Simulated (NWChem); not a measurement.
**One shape, several levels: CH4BClF− (SMILES [BH3-]C(F)Cl)**

Aim: a comparison of 3 runs (HF/STO-3G, HF/3-21G, B3LYP/6-31G*) of CH4BClF−. 

The calculation is run with NWChem 7.3.0.

## (1) The system as given

The species is CH4BClF− (8 atoms), meant as a singlet with charge -1. As SMILES, `[BH3-]C(F)Cl`. The coordinates come from a GFN2-xTB relaxation.

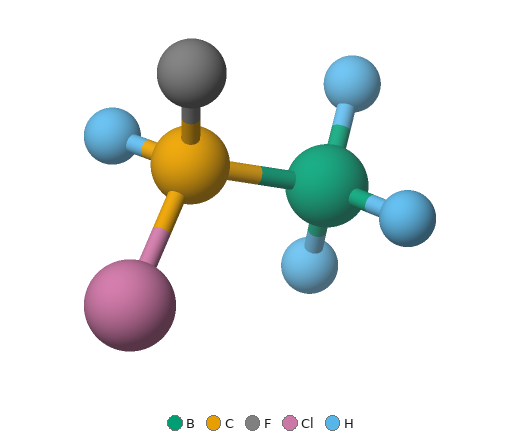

The structure, seen from a chosen angle (boron teal, carbon amber, fluorine grey, chlorine pink, hydrogen blue).

## (2) Energy and forces at HF/STO-3G (run 1)

ch4bclf.nw reads:

```
START ch4bclf
TITLE "CH4BClF"
memory total 2200 mb
charge -1

GEOMETRY units au noautosym nocenter noautoz
B   -0.81350820   1.39183998  -0.57937113
C    0.58585289  -1.09160030   0.66280254
F    2.71179478  -0.55624088   2.09593304
Cl   1.63752328  -3.36945727  -1.63051239
H    0.61508696   2.50692957  -1.96104439
H   -1.44335392   2.69153692   1.20033514
H   -2.65485734   0.63073389  -1.70999427
H   -0.63855735  -2.20372302   1.92188926
END

BASIS spherical bse
* library STO-3G
END

SCF
singlet
rhf
thresh 1e-08
maxiter 80
print low
END

TASK scf gradient
```

Run with:

```console
$ nwchem ch4bclf.nw > ch4bclf.out
```

The log of the run:

```text
[...]
  functions       =    28
[...]
  wavefunction    = RHF
[...]
         Total SCF energy =   -616.640191136332
      One-electron energy =  -1167.326665650097
      Two-electron energy =    398.543227070616
 Nuclear repulsion energy =    152.143247443149
        Time for solution =      0.9s
[...]
                         RHF ENERGY GRADIENTS
    atom               coordinates                        gradient
                 x          y          z           x          y          z
   1 B      -0.813508   1.391840  -0.579371    0.017687  -0.015490   0.006391
   2 C       0.585853  -1.091600   0.662803    0.005372  -0.033607  -0.034809
   3 F       2.711795  -0.556241   2.095933   -0.002474  -0.003949  -0.001327
   4 Cl      1.637523  -3.369457  -1.630512   -0.013977   0.036744   0.035278
   5 H       0.615087   2.506930  -1.961044    0.013472   0.011463  -0.014346
   6 H      -1.443354   2.691537   1.200335   -0.006472   0.011968   0.019244
   7 H      -2.654857   0.630734  -1.709994   -0.019756  -0.010349  -0.011748
   8 H      -0.638557  -2.203723   1.921889    0.006148   0.003220   0.001316
 Task  times  cpu:        1.3s     wall:        1.3s
 Total times  cpu:        1.4s     wall:        1.4s
```

Wall time 2 s (1 thread of Intel Xeon 6975P-C (Granite Rapids), shared host); peak memory 0.095 GiB.

## (3) Energy and gradient at HF/3-21G (run 2)

m1.nw reads:

```
start m1
title "CH4BClF hf"
memory stack 880 mb heap 220 mb global 1100 mb
charge -1

geometry noautosym nocenter noautoz
   B       -0.430490       0.736530      -0.306590
   C        0.310020      -0.577650       0.350740
   F        1.435020      -0.294350       1.109120
   Cl       0.866540      -1.783040      -0.862830
   H        0.325490       1.326610      -1.037740
   H       -0.763790       1.424300       0.635190
   H       -1.404890       0.333770      -0.904890
   H       -0.337910      -1.166160       1.017020
end

basis spherical bse
   * library 3-21G
end

scf
   thresh 1e-08
   maxiter 80
   noprint "final vectors analysis"
end

task scf gradient
```

Run with:

```console
$ nwchem m1.nw > m1.out
```

The log of the run:

```text
[...]
  functions       =    48
[...]
  wavefunction    = RHF
[...]
         Total SCF energy =   -620.708665968784
      One-electron energy =  -1169.019205206620
      Two-electron energy =    396.167280856308
 Nuclear repulsion energy =    152.143258381528
        Time for solution =      1.0s
[...]
                         RHF ENERGY GRADIENTS
    atom               coordinates                        gradient
                 x          y          z           x          y          z
   1 B      -0.813508   1.391840  -0.579371   -0.004207   0.010089  -0.004801
   2 C       0.585853  -1.091600   0.662802    0.042158  -0.027167  -0.040795
   3 F       2.711795  -0.556241   2.095933   -0.018410  -0.009084  -0.009669
   4 Cl      1.637523  -3.369457  -1.630512   -0.017869   0.040602   0.041193
   5 H       0.615087   2.506929  -1.961044   -0.004214  -0.003039   0.004105
   6 H      -1.443354   2.691537   1.200335    0.002172  -0.005172  -0.004920
   7 H      -2.654857   0.630734  -1.709994    0.005154  -0.000172   0.003755
   8 H      -0.638557  -2.203723   1.921889   -0.004784  -0.006057   0.011132
[...]
```

It took 2.2 s on 1 thread of Intel Xeon 6975P-C (Granite Rapids), shared host; peak memory 0.096 GiB.

## (4) Energy and gradient at B3LYP/6-31G(d) (Cartesian functions) (run 3)

sp.nw reads:

```
start sp
memory stack 880 mb heap 220 mb global 1100 mb
charge -1
geometry units angstroms noautosym nocenter noautoz
  B       -0.430490       0.736530      -0.306590
  C        0.310020      -0.577650       0.350740
  F        1.435020      -0.294350       1.109120
  Cl       0.866540      -1.783040      -0.862830
  H        0.325490       1.326610      -1.037740
  H       -0.763790       1.424300       0.635190
  H       -1.404890       0.333770      -0.904890
  H       -0.337910      -1.166160       1.017020
end
basis "ao basis"
  * library 6-31G*
end
dft
  xc b3lyp
  grid xfine
  convergence energy 1e-08
  iterations 100
  mulliken
end
task dft gradient
```

Run with:

```console
$ nwchem sp.nw > sp.out
```

The log of the run:

```text
[...]
          Wavefunction type:  closed shell.
          No. of atoms     :     8
          No. of electrons :    42
[...]
          Charge           :    -1
          Spin multiplicity:     1
[...]
          AO basis - number of functions:    72
[...]
              XC Information
              --------------
                         B3LYP Method XC Potential
                     Hartree-Fock (Exact) Exchange  0.200
                        Slater Exchange Functional  0.800 local
                    Becke 1988 Exchange Functional  0.720 non-local
              Lee-Yang-Parr Correlation Functional  0.810
                  VWN I RPA Correlation Functional  0.190 local
[...]
 d= 0,ls=0.0,diis     1   -625.2190382586 -7.77D+02  2.92D-02  1.63D+00     2.5
[...]
 d= 0,ls=0.0,diis    10   -625.4254181533 -3.99D-09  4.21D-07  7.12D-10    19.8
         Total DFT energy =     -625.425418153296
      One electron energy =    -1173.158652962064
           Coulomb energy =      445.577418064366
    Exchange-Corr. energy =      -49.987441637127
 Nuclear repulsion energy =      152.143258381528
[...]
      Total Density - Mulliken Population Analysis
     ---------------------------------------------
    Atom       Charge   Shell Charges
 -----------   ------   -------------------------------------------------------
    1 B    5     5.06   1.99  0.50  1.60  0.27  0.62  0.07
    2 C    6     5.94   1.99  0.73  1.87  0.61  0.69  0.05
    3 F    9     9.34   1.99  0.94  3.32  0.99  2.06  0.05
    4 Cl  17    17.24   2.00  1.99  5.97  1.45  3.62  0.55  1.68 -0.02
    5 H    1     1.16   0.52  0.64
    6 H    1     1.18   0.52  0.66
    7 H    1     1.18   0.52  0.66
    8 H    1     0.91   0.55  0.37
[...]
  wavefunction    = closed shell
                         DFT ENERGY GRADIENTS
    atom               coordinates                        gradient
                 x          y          z           x          y          z
   1 B      -0.813508   1.391840  -0.579371   -0.005798   0.013164  -0.006267
   2 C       0.585853  -1.091600   0.662802    0.019937  -0.022221  -0.010679
   3 F       2.711795  -0.556241   2.095933   -0.009971  -0.004996  -0.006980
   4 Cl      1.637523  -3.369457  -1.630512   -0.008451   0.021558   0.019982
   5 H       0.615087   2.506929  -1.961044   -0.005487  -0.004242   0.005069
   6 H      -1.443354   2.691537   1.200335    0.002671  -0.005568  -0.006289
   7 H      -2.654857   0.630734  -1.709994    0.006303   0.001061   0.003650
   8 H      -0.638557  -2.203723   1.921889    0.000797   0.001244   0.001515
[...]
```

Wall time 26 s (1 thread of Intel Xeon 6975P-C (Granite Rapids), shared host); peak memory 0.13 GiB.

## (5) All runs side by side

```tsv
run	level	Cartesian functions	iteration cap	energy (Eh)	largest force (eV/Å)	wall time
1	HF/STO-3G	no	80	-616.640191	2.716	2 s
2	HF/3-21G	no	80	-620.708666	3.324	2.2 s
3	B3LYP/6-31G* (Cartesian functions)	yes	100	-625.425418	1.630	26 s
```

## (6) What came out

```
                                                    quantity          value
                                         run 3: total energy  -625.42542 Eh
                                          run 3: HOMO energy       -1.85 eV
                                          run 3: LUMO energy        6.17 eV
run 3: HOMO–LUMO gap (to an unbound level, set by the basis)        8.02 eV
                             run 3: largest force on an atom     1.630 eV/Å
```

**Reading.** In run 1 the basis is minimal, so the values are rough. All runs together took 30 s, the longest 26 s.
